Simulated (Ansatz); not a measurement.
```json
{"atom": "F", "x (Å)": "-2.0262", "y (Å)": "-1.1313", "z (Å)": "0.2095"}
{"atom": "Si", "x (Å)": "-1.1229", "y (Å)": "0.1743", "z (Å)": "0.0716"}
{"atom": "Si", "x (Å)": "1.1243", "y (Å)": "-0.0671", "z (Å)": "0.4021"}
{"atom": "Cl", "x (Å)": "0.2471", "y (Å)": "-0.0967", "z (Å)": "-1.7131"}
{"atom": "H", "x (Å)": "-1.8942", "y (Å)": "1.4128", "z (Å)": "-0.1229"}
{"atom": "H", "x (Å)": "1.9974", "y (Å)": "1.1207", "z (Å)": "0.4923"}
{"atom": "H", "x (Å)": "1.6746", "y (Å)": "-1.4128", "z (Å)": "0.6607"}
```

The calculation used Ansatz, RKS B3LYP/def2-SVP.

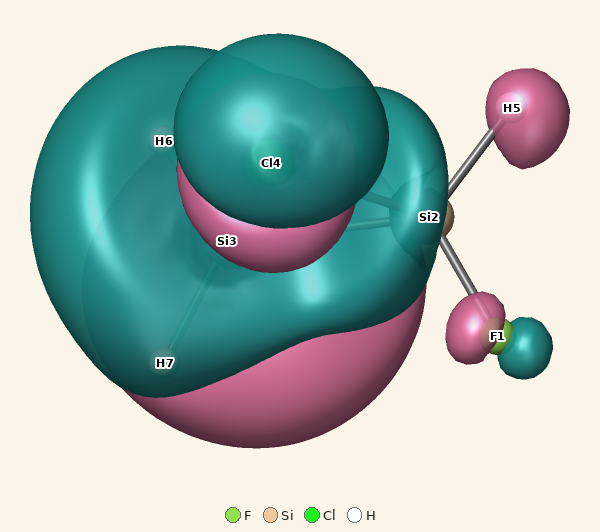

ClFH$_{3}$Si$_{2}$ (charge +1). One frontier orbital at ±0.06 Å⁻³ᐟ² (teal and pink are the two phases), seen at a tilt.

**Which orbital is it: HOMO or LUMO?**

The LUMO, at −7.28 eV. By Hirshfeld shares it lies mainly on Si3 (about 60 %), Cl4 (about 20 %) and Si2 (about 10 %).
